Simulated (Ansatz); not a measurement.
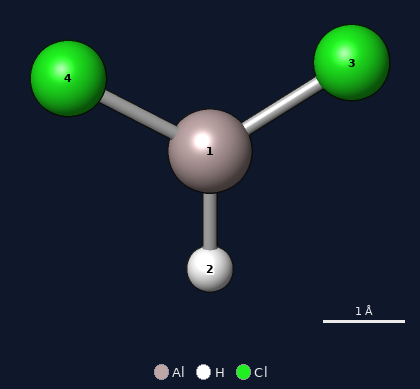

Fig. 1: The structure as given in the input (ball-and-stick view, seen at a tilt; atoms are numbered from 1 in the order of the input). Sticks mark near contacts. Bond lengths as drawn: Al–Cl 2.08 Å and Al–H 1.56 Å.

## Single-point calculation of AlHCl2

System: AlHCl2.
Method: RKS r2SCAN-D4/def2-TZVPP (Ansatz 0.2.0).

The geometry comes from this level: PBE0-D4/def2-TZVP.

### The input
```yaml
crystal:
  periodic: [false, false, false]
  atoms:
    - {symbol: Al, position_ang: [-1.767224, 0.176248, -0.242910]}
    - {symbol: H, position_ang: [-2.430013, -0.837017, 0.746289]}
    - {symbol: Cl, position_ang: [-1.213701, -0.410433, -2.162422]}
    - {symbol: Cl, position_ang: [-1.414184, 2.148277, 0.324206]}
basis:
  gaussian: {orbitals: def2-TZVPP}
hamiltonian: {xc: r2scan, dispersion: d4}
```

Run as:
```bash
ansatz run in.yaml --threads 8 --pin off --events-out ev --progress --plain --max-ram 19148MiB
```

### Log
```
Functional definition: r2SCAN
  name "r2SCAN"
  cite "Furness, Kaplan, Ning, Perdew & Sun, J. Phys. Chem. Lett. 11, 8208 (2020) doi:10.1021/acs.jpclett.0c02405"
  cite "Furness, Kaplan, Ning, Perdew & Sun, J. Phys. Chem. Lett. 11, 9248 (2020) doi:10.1021/acs.jpclett.0c03077"
  parent r2scan
  parameter k0 = 0.174
  parameter k1 = 0.065
  parameter a1 = 4.9479
  exchange = r2scan_x(k0 = k0, k1 = k1, a1 = a1)
  correlation = r2scan_c
916 factors; their error is unknown
mean field evaluation 1: about -31659.9249 eV, gradient 2.0e1 eV
mean field evaluation 2: about -31660.1769 eV, gradient 1.9e1 eV
mean field evaluation 4: about -31660.8774 eV, gradient 1.3e0 eV
mean field evaluation 8: about -31660.8613 eV, gradient 1.0e-1 eV
mean field -31660.86127740 eV, -1163.5151914417 hartree, gradient 2.9e-5 eV, S^2 0.000000; 0 other end points of the search recorded, 0 dependent functions left out
reference -31660.86128791 eV, -1163.5151918282 hartree; 24, 24 occupied and 116, 116 virtual orbitals, 916 factors
Total energy: -31660.88082923 eV, -1163.5159099585 hartree
```

### Key numbers

| quantity | value |
| --- | --- |
| outcome | converged |
| total energy | −31660.8808 eV |
| mean-field energy | −31660.8613 eV |
| dispersion energy | −0.0195 eV |
| SCF solution under orbital rotations | stable |
| hardware | 8 threads of Arm Neoverse V1, 23 GiB of memory available, shared host |
| wall time | 1.1 s (CPU time 6.6 s) |
| peak memory | 0.5 GiB |
